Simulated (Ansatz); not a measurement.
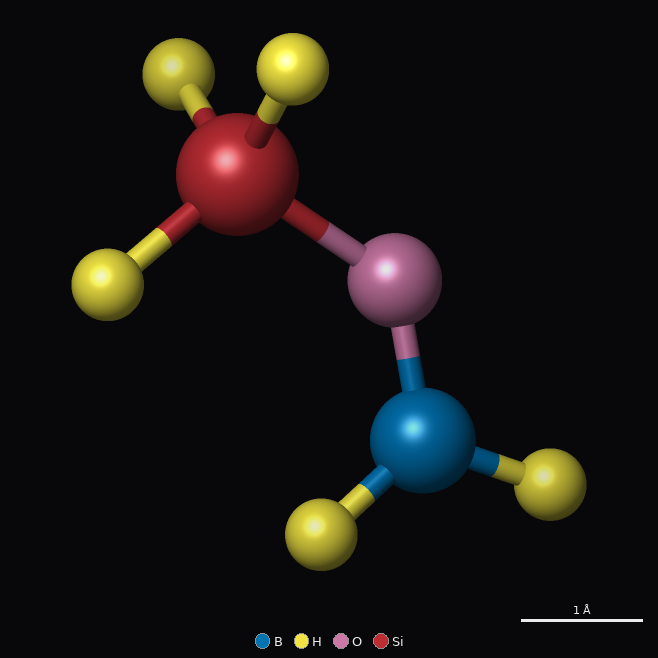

Ball-and-stick drawing of a structure. Every bond is drawn as one stick, whatever its order.

The geometry was computed by an optimisation with PBE0-D4/def2-TZVP.

Describe the molecule.

The molecule is BH₅OSi. This geometry has Cs symmetry. Coordination: 1 B trigonal planar; 1 O bent; 1 Si tetrahedral.

More results for the same structure follow; atom numbers are the same in all pictures, views and colours differ.

**Geometry**

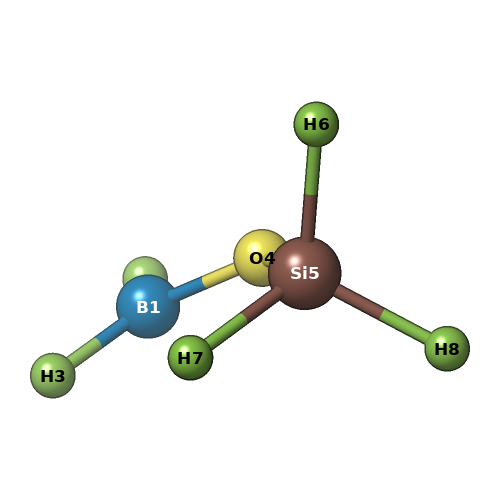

O4 lies behind Si5. The molecule seen a little off the Si5–O4 bond, Si5 in front. Depth is shown by fading: the farther an atom, the more it takes the colour of the background.

**What is the torsion angle H6–Si5–O4–B1? The sign is positive where the front bond must turn clockwise to cover the back bond.**

−121°, anticlinal.

**Vibrations**

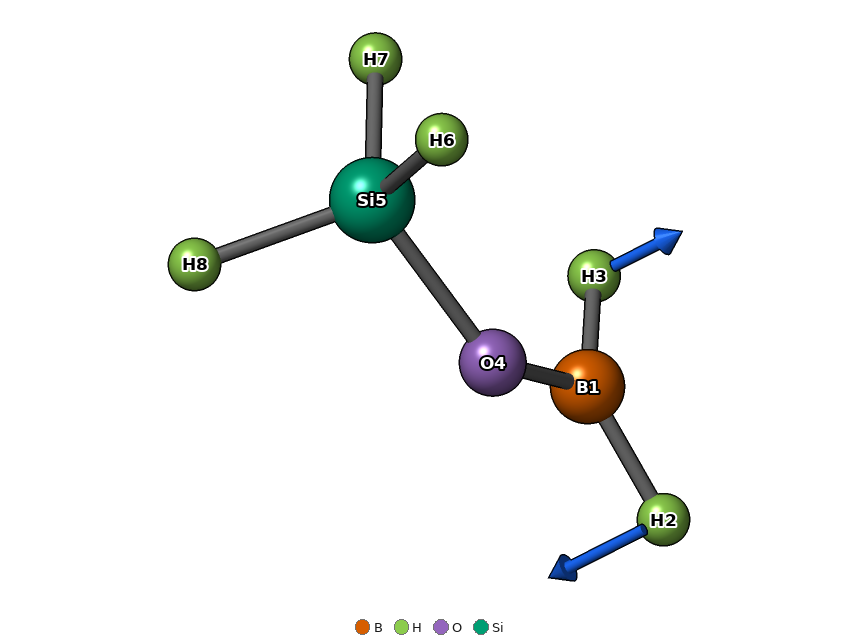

The arrows show one normal mode. Harmonic vibrations computed with RKS PBE0-D4/def2-TZVP (Ansatz 0.2.0) at a stationary point of the same level.

**Describe the motion.**

A torsion or out-of-plane motion in which bond lengths and bond angles hardly change.

**At what wavenumber does it lie?**

279 cm⁻¹; it is mode 3 of 18 counted from the lowest.

**Charges**

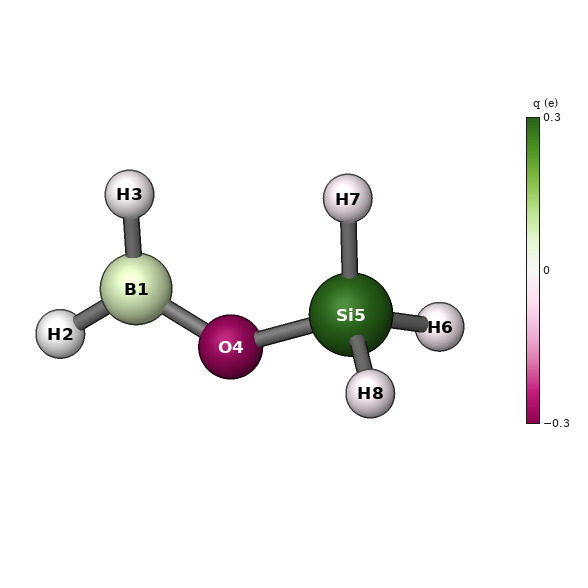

Atoms are coloured by their Mulliken charges. Level of theory: RKS PBE0-D4/def2-TZVP (Ansatz 0.2.0).

**Which atom carries the highest charge (most positive or least negative)?**

Si5 (0.29 e).

**And the lowest?**

O4 (−0.29 e).

Give the Mulliken charges atom by atom.

```
atom  value (e)
  B1       0.08
  H2       0.00
  H3      −0.01
  O4      −0.29
 Si5       0.29
  H6      −0.02
  H7      −0.03
  H8      −0.02
```

**Electronic properties**

Properties computed with RKS PBE0-D4/def2-TZVPP (Ansatz 0.2.0).

**Estimate the HOMO–LUMO gap.**

7.84 eV.

**What is the HOMO energy (Kohn–Sham orbital)?**

−8.49 eV.

**Estimate the dispersion correction.**

−9.3 kJ/mol.

Mulliken values depend strongly on the basis set and can even reverse the polarity of a bond.
